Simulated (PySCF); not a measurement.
## Excited-state calculation, with input and output: C8H16Si

C8H16Si, computed with TDDFT wB97X-D/def2-SVPD, vertical, gas phase, core orbitals frozen in the response (PySCF 2.14.0).

The geometry comes from this level: PBE0-D3(BJ)/def2-SVP. It belongs to a series of runs on one base structure; here: constitutional isomer.

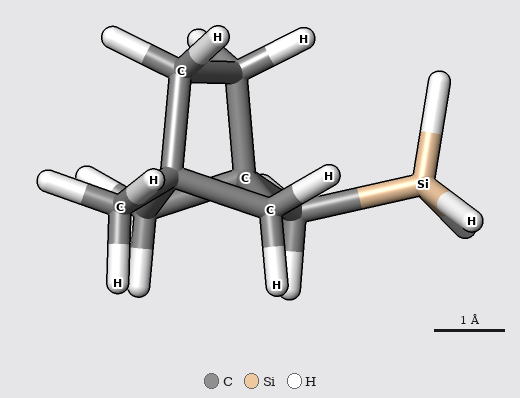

*The structure (stick view, seen at a tilt).*

Key numbers:

| quantity | value |
| --- | --- |
| outcome | converged |
| total energy | −603.548683 hartree |
| HOMO | −9.71 eV |
| LUMO | 2.08 eV |
| dipole moment | 0.90 D |
| mean polarisability | 116.97 a.u. |
| vertical ionisation energy | 9.70 eV |
| lowest singlet excitation | 7.91 eV |
| hardware | 1 CPU thread, shared host |
| wall time | 14 min |
| peak memory | 1.6 GiB |

Input file:
```
{"job": {"kind": "uv", "xc": "wB97X-D", "basis": "def2-SVPD", "ip": true}, "charge": 0, "multiplicity": 1}
C     -2.670435    -0.817486     0.865944
C     -1.356965    -0.266793     0.381135
C     -1.356857     1.140052    -0.236088
C      0.146999     1.275792    -0.575648
C      0.646710    -0.086919    -0.068671
C      2.118222    -0.407042    -0.210755
Si     3.283655     0.675665     0.808029
C     -0.453788    -1.029563    -0.616629
C     -0.101366    -0.196719     1.283367
H     -3.106047    -0.172117     1.645922
H     -3.398863    -0.882816     0.041489
H     -2.551737    -1.825816     1.291347
H     -1.706707     1.899885     0.480754
H     -2.006041     1.196003    -1.124112
H      0.338085     1.400739    -1.653314
H      0.630423     2.116707    -0.054178
H      2.305923    -1.453000     0.088744
H      2.420148    -0.334997    -1.271029
H      2.937941     0.601342     2.261819
H      3.224353     2.109880     0.387349
H      4.692064     0.201502     0.636084
H     -0.288687    -2.075425    -0.314246
H     -0.698572    -0.978565    -1.691365
H      0.100420    -1.150716     1.794925
H     -0.017869     0.638367     1.999233
```

The first line tells a small driver script what to run in PySCF; the rest is the geometry in Å.

Launch command:
```bash
OMP_NUM_THREADS=1 python <driver script> task.json out
```

What the program printed:
```
coarse grid: 20232 points
cycle   1  E = -603.4273085215  dE =  1.315e+00  |g| = 3.047e-01  |ddm| = 9.817e+00
cycle   2  E = -603.4479129619  dE = -2.060e-02  |g| = 1.895e-01  |ddm| = 1.447e+00
cycle   3  E = -603.4569900014  dE = -9.077e-03  |g| = 4.368e-02  |ddm| = 7.114e-01
cycle   4  E = -603.4574742364  dE = -4.842e-04  |g| = 1.814e-02  |ddm| = 2.524e-01
cycle   5  E = -603.4575517287  dE = -7.749e-05  |g| = 2.248e-03  |ddm| = 7.506e-02
cycle   6  E = -603.4575534334  dE = -1.705e-06  |g| = 5.388e-04  |ddm| = 1.361e-02
final grid: 187544 points
cycle   7  E = -603.5486786037  dE = -1.752e-04  |g| = 3.587e-03  |ddm| = 4.942e-01
cycle   8  E = -603.5486826630  dE = -4.059e-06  |g| = 1.502e-03  |ddm| = 6.039e-02
cycle   9  E = -603.5486831505  dE = -4.876e-07  |g| = 7.185e-04  |ddm| = 1.008e-02
cycle  10  E = -603.5486832966  dE = -1.461e-07  |g| = 1.490e-04  |ddm| = 4.502e-03
cycle  11  E = -603.5486833029  dE = -6.304e-09  |g| = 4.937e-05  |ddm| = 6.566e-04
cycle  12  E = -603.5486833037  dE = -8.015e-10  |g| = 1.381e-05  |ddm| = 2.698e-04
```

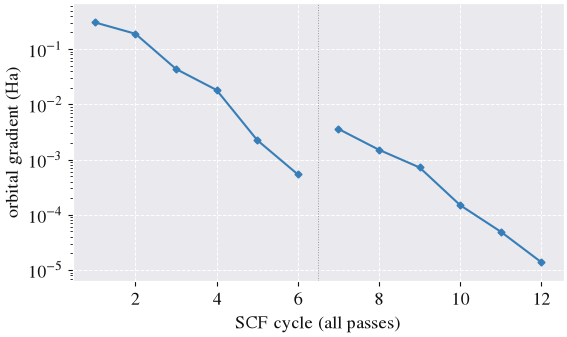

*Convergence of the self-consistent field: orbital gradient against the SCF cycle. The dotted line marks the change from a coarse to the final integration grid.*

The first 6 cycles use a coarse grid, the final grid takes over at cycle 7, and the field converges after 12 cycles in all.

```
converged SCF energy = -603.5486833037

Static polarisability (au): isotropic 116.974, principal 106.395 108.213 136.313

Singlet excitations
state   eV       nm        f      main configurations
  1   7.9091    156.8   0.03856   H->L 0.77, H->L+2 0.12
  2   8.4133    147.4   0.02552   H-1->L 0.42, H->L+1 0.25, H-2->L 0.09
  3   8.4378    146.9   0.01008   H->L+1 0.26, H-1->L 0.23, H->L+3 0.17
  4   8.5062    145.8   0.02144   H->L+3 0.41
  5   8.6296    143.7   0.02561   H-2->L 0.29, H-1->L+1 0.17, H->L+2 0.13
  6   8.6790    142.9   0.12855   H->L+2 0.44, H->L+1 0.11
  7   8.7425    141.8   0.03550   H->L+5 0.24, H->L+4 0.16, H->L+6 0.11
  8   8.8327    140.4   0.02938   H-4->L 0.25, H-3->L 0.16
  9   8.8508    140.1   0.02767   H-2->L+1 0.18, H-1->L+1 0.18, H->L+4 0.13
 10   8.8938    139.4   0.02316   H-5->L 0.17, H-1->L+1 0.10, H-2->L+1 0.10

Triplet excitations (Tamm-Dancoff, eV): 7.6390 8.2571 8.2987 8.3254
Vertical ionisation energy (delta-SCF) = 9.7028 eV
```

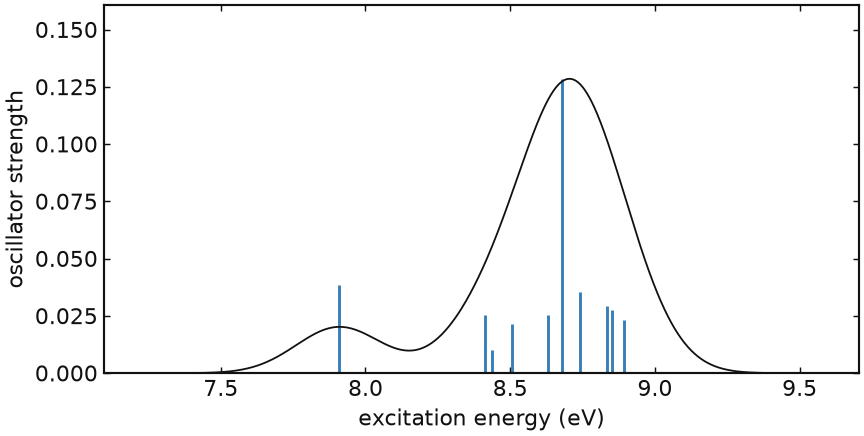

*Computed excitations as sticks (degenerate states added up, dark ones marked on the axis), with a Gaussian envelope of 0.35 eV full width at half maximum, scaled to the tallest.*

Of the 10 states the lowest lies at 7.91 eV (f = 0.039); the strongest line is at 8.68 eV, or 143 nm (f = 0.129).

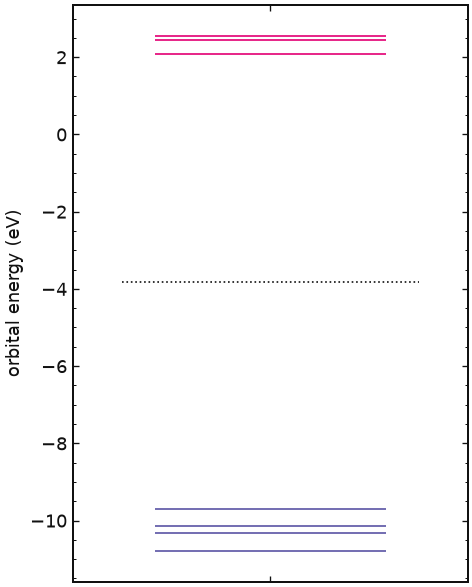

*Orbital energies near the frontier; the dotted line parts filled from empty levels, and levels within 0.02 eV of each other stand side by side.*

Highest filled −9.71 eV, lowest empty 2.08 eV, 11.79 eV apart.
